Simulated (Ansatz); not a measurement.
## Run report: Si₂NH₉O, geometry relaxation (part 1 of 2)

- system: Si₂NH₉O
- method: RHF/6-31G* (Ansatz 0.2.0)

The input holds or restrains some coordinates. Forces given for the steps count only the free coordinates. It belongs to a series of runs on one base structure; here: pulled along the bonds that form and break, towards end A.

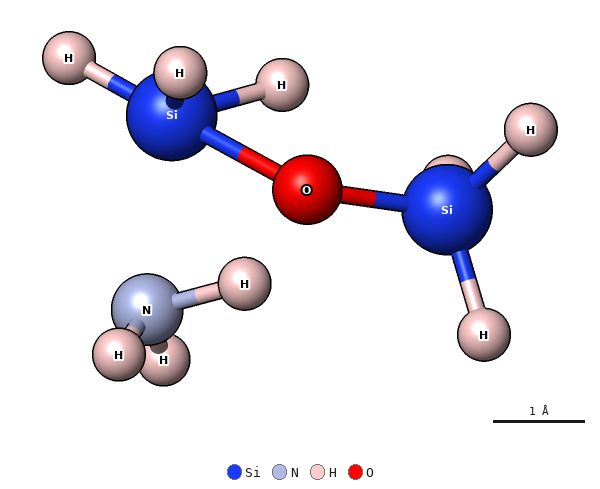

**Figure 1.** The input geometry (ball-and-stick view, seen on its broad side).

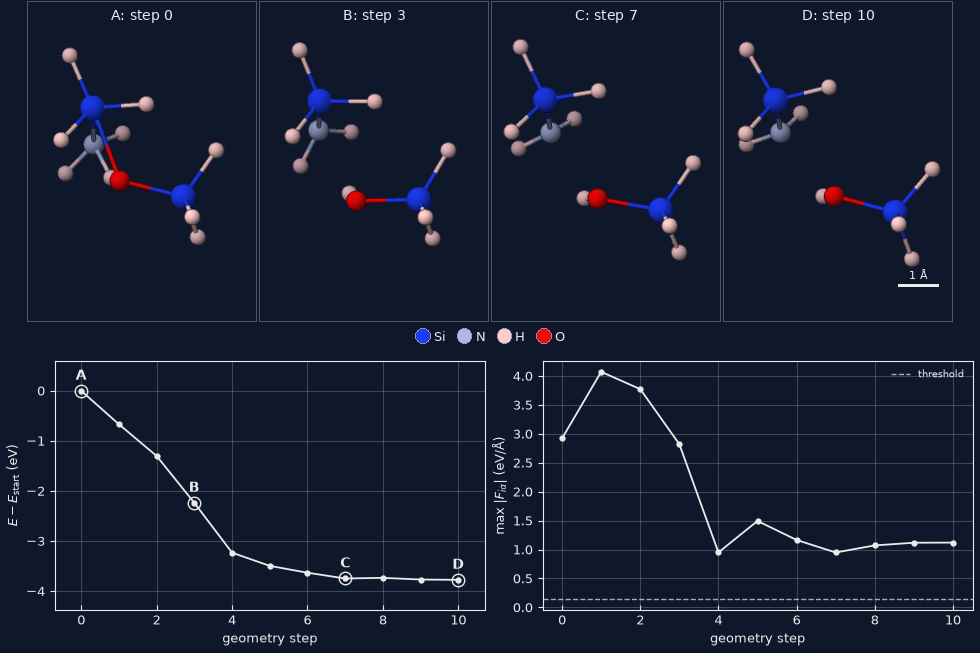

**Figure 2.** Frames of the restrained relaxation (ball-and-stick view, seen at a tilt) above the curves, on which the letters mark them (the first geometry is step 0 here and step 1 in the log).

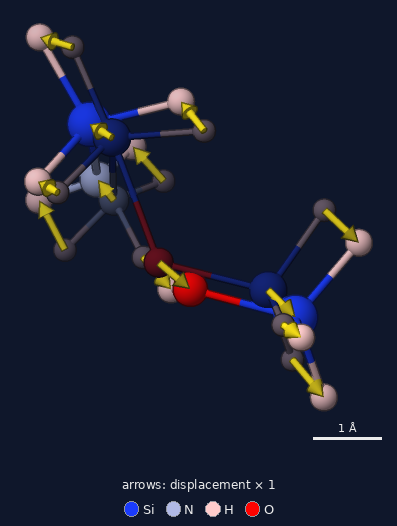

**Figure 3.** Start (faint) and end (solid) with the displacements as yellow arrows, at true length (ball-and-stick view, seen at a tilt). The two geometries are laid on each other by the best rigid fit. Over 10 geometry steps the energy falls by 3.774 eV. Largest force component: 2.9 eV/Å at the start, 1.1 eV/Å at the end. The atom that moves furthest after the best rigid fit is H4 (0.83 Å). Largest moves by element: H 0.83 Å, O 0.61 Å, Si 0.59 Å, N 0.39 Å. Among the contacts that change: N2–H13 1.291 → 2.254 Å, Si1–O8 1.980 → 2.894 Å, Si1–N2 2.170 → 1.790 Å, O8–H13 1.302 → 0.972 Å. New bonds form: O8–H13 (1.30 → 0.97 Å). Bonds break: Si1–O8 (1.98 → 2.89 Å). Among the angles that change: H3–N2–H4 120.0° → 108.3°, H5–Si1–H7 109.5° → 114.3°, Si1–N2–H3 120.0° → 115.8°. (Atoms are counted from 1 in the order of the input.)

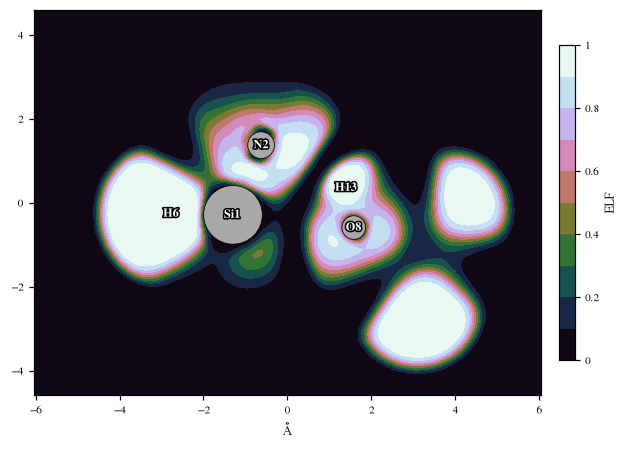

**Figure 4.** Electron localisation function on the plane of atoms N2, Si1 and H6. Grey discs, where drawn, cover atomic cores. Atoms in the plane: Si, N, H and O. Si1···O8 (2.89 Å): the ELF is only about 0.05 between them. Si–N (1.79 Å): the ELF peaks at about 0.95 between the atoms (a shared but strongly polarised pair). Si–H (1.48 Å): the ELF climbs to about 1 towards the hydrogen.

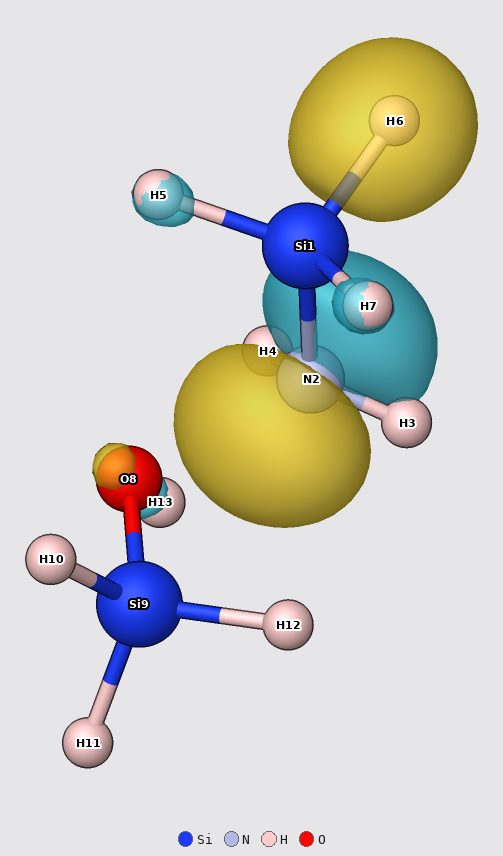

**Figure 5.** One frontier orbital at ±0.15 Å⁻³ᐟ² (yellow and cyan are the two phases), seen at an oblique angle. The HOMO, at −11.02 eV. It lies mainly on N2 (55 %), Si1 (15 %) and H6 (15 %).

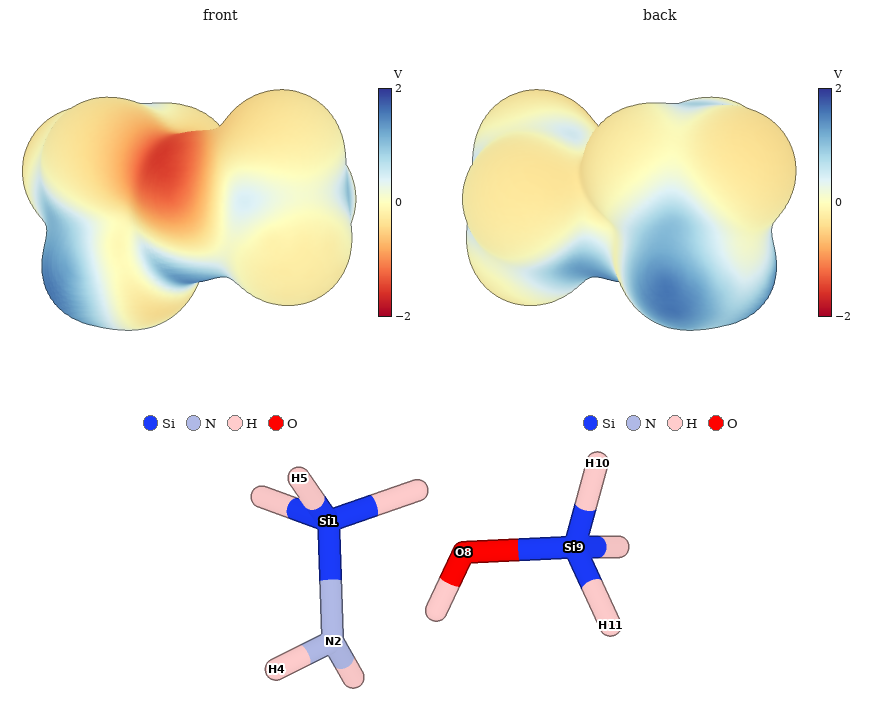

**Figure 6.** The electrostatic potential painted on the density surface at 0.001 e/bohr³, seen at a tilt and from behind; the colour scale runs from red (negative) to blue (positive). The bare structure is drawn below in the same view.

The input that produced these results follows, with the program's output.

Input file
```yaml
crystal:
  periodic: [false, false, false]
  atoms:
    - { symbol: Si, position_ang: [0.0, 0.0, 0.0] }
    - { symbol: "N", position_ang: [0.0, 0.0, 2.17] }
    - { symbol: H, position_ang: [-0.877, -0.2713, 2.7] }
    - { symbol: H, position_ang: [0.877, 0.2713, 2.7] }
    - { symbol: H, position_ang: [1.3768, 0.0, -0.4862] }
    - { symbol: H, position_ang: [-0.6877, 1.1914, -0.4862] }
    - { symbol: H, position_ang: [-0.6877, -1.1914, -0.4862] }
    - { symbol: O, position_ang: [1.0334, -1.5693, 0.6243] }
    - { symbol: Si, position_ang: [0.4633, -3.1494, 0.6523] }
    - { symbol: H, position_ang: [1.1755, -3.9422, -0.3456] }
    - { symbol: H, position_ang: [0.6835, -3.7235, 1.9765] }
    - { symbol: H, position_ang: [-0.9651, -3.1575, 0.3504] }
    - { symbol: H, position_ang: [0.6708, -1.0187, 1.7475] }
basis:
  gaussian: { orbitals: "6-31G*" }
hamiltonian:
  xc: hf
relax:
  f_tol: 0.15
  max_steps: 25
  restrain:
    - { distance: [0, 7], at: 2.88, k: 30.0 }
    - { distance: [12, 1], at: 2.26, k: 30.0 }
    - { distance: [0, 1], at: 1.82, k: 30.0 }
    - { distance: [12, 7], at: 1.01, k: 30.0 }
output:
  orbitals: {}
```

Launch command:
```bash
ansatz run input.yaml --threads 1 --pin off --max-ram 2048MiB --backend cpu --events-out ev --progress --plain --runs-dir out
```

What the program printed
```
The last accepted step is kept in [file] (removed where the run ends without a failure and the disk answers)
Engine: ansatz 0.2.0, aarch64-unknown-linux-gnu
Functional definition: HF
  exchange = exact_x
  correlation = 0
950 factors; integrals over basis functions are off by at most 6.7e-4 eV
mean field evaluation 1: about -19378.2947 eV, gradient 4.0e1 eV
mean field evaluation 2: about -19378.3983 eV, gradient 4.1e1 eV
mean field evaluation 4: about -19382.0012 eV, gradient 3.8e0 eV
mean field evaluation 8: about -19382.0509 eV, gradient 2.8e-4 eV
mean field -19382.05092958 eV, -712.2772340362 hartree, gradient 1.1e-5 eV, S^2 0.000000; 0 other end points of the search recorded, 0 dependent functions left out
the calculation of the forces begins
reference -19382.05092958 eV, -712.2772340362 hartree; 26, 26 occupied and 60, 60 virtual orbitals, 950 factors
relax step   1: F+E_penalty+E_count = -19382.05092958 eV  Δ(F+E_penalty+E_count) = +0.000e0 eV  max|allowed force component| = 2.923e0 eV/Å  E_restraint = 29.35959474 eV  max|allowed force component, restraints' pulls added| = 2.607e1 eV/Å  Δτ_max = 0.0000 Å  (33 SCF iters, accepted)
  distance Si 0 - O 7 = 1.9800 Å
  distance H 12 - N 1 = 1.2908 Å
  distance Si 0 - N 1 = 2.1700 Å
  distance H 12 - O 7 = 1.3024 Å
these checks for a lower state are left out or cut short: starts, cluster_reference, orbital_swaps, neighbouring_geometries, increment
950 factors; integrals over basis functions are off by at most 6.7e-4 eV
mean field evaluation 16: about -19382.7196 eV, gradient 3.7e-4 eV
mean field -19382.71959753 eV, -712.3018071298 hartree, gradient 2.3e-5 eV, S^2 0.000000; 0 other end points of the search recorded, 0 dependent functions left out
[... from here on the field's lines of each further geometry are left out, up to the last ...]
relax step   2: F+E_penalty+E_count = -19382.71959753 eV  Δ(F+E_penalty+E_count) = -6.687e-1 eV  max|allowed force component| = 4.072e0 eV/Å  E_restraint = 13.87244531 eV  max|allowed force component, restraints' pulls added| = 1.980e1 eV/Å  Δτ_max = 0.1947 Å  (39 SCF iters, accepted)
relax step   3: F+E_penalty+E_count = -19383.35262944 eV  Δ(F+E_penalty+E_count) = -6.330e-1 eV  max|allowed force component| = 3.773e0 eV/Å  E_restraint = 4.77909385 eV  max|allowed force component, restraints' pulls added| = 9.225e0 eV/Å  Δτ_max = 0.1948 Å  (31 SCF iters, accepted)
relax step   4: F+E_penalty+E_count = -19384.28855863 eV  Δ(F+E_penalty+E_count) = -9.359e-1 eV  max|allowed force component| = 2.822e0 eV/Å  E_restraint = 0.56091026 eV  max|allowed force component, restraints' pulls added| = 3.885e0 eV/Å  Δτ_max = 0.1949 Å  (31 SCF iters, accepted)
relax step   5: F+E_penalty+E_count = -19385.28270725 eV  Δ(F+E_penalty+E_count) = -9.941e-1 eV  max|allowed force component| = 9.504e-1 eV/Å  E_restraint = 0.03712439 eV  max|allowed force component, restraints' pulls added| = 8.042e-1 eV/Å  Δτ_max = 0.1923 Å  (31 SCF iters, accepted)
relax step   6: F+E_penalty+E_count = -19385.54633682 eV  Δ(F+E_penalty+E_count) = -2.636e-1 eV  max|allowed force component| = 1.494e0 eV/Å  E_restraint = 0.03358644 eV  max|allowed force component, restraints' pulls added| = 5.955e-1 eV/Å  Δτ_max = 0.1946 Å  (31 SCF iters, accepted)
relax step   7: F+E_penalty+E_count = -19385.68335639 eV  Δ(F+E_penalty+E_count) = -1.370e-1 eV  max|allowed force component| = 1.165e0 eV/Å  E_restraint = 0.04734368 eV  max|allowed force component, restraints' pulls added| = 4.744e-1 eV/Å  Δτ_max = 0.2000 Å  (31 SCF iters, accepted)
relax step   8: F+E_penalty+E_count = -19385.79822398 eV  Δ(F+E_penalty+E_count) = -1.149e-1 eV  max|allowed force component| = 9.494e-1 eV/Å  E_restraint = 0.05420356 eV  max|allowed force component, restraints' pulls added| = 4.170e-1 eV/Å  Δτ_max = 0.2000 Å  (30 SCF iters, accepted)
relax step   9: F+E_penalty+E_count = -19385.78598819 eV  Δ(F+E_penalty+E_count) = +1.224e-2 eV  max|allowed force component| = 1.072e0 eV/Å  E_restraint = 0.04041319 eV  max|allowed force component, restraints' pulls added| = 1.264e0 eV/Å  Δτ_max = 0.1945 Å  (31 SCF iters, accepted)
relax step  10: F+E_penalty+E_count = -19385.81935503 eV  Δ(F+E_penalty+E_count) = -3.337e-2 eV  max|allowed force component| = 1.118e0 eV/Å  E_restraint = 0.03690358 eV  max|allowed force component, restraints' pulls added| = 2.896e-1 eV/Å  Δτ_max = 0.1337 Å  (29 SCF iters, accepted)
the calculation of the forces begins
reference -19385.82514448 eV, -712.4159338753 hartree; 26, 26 occupied and 60, 60 virtual orbitals, 950 factors
```
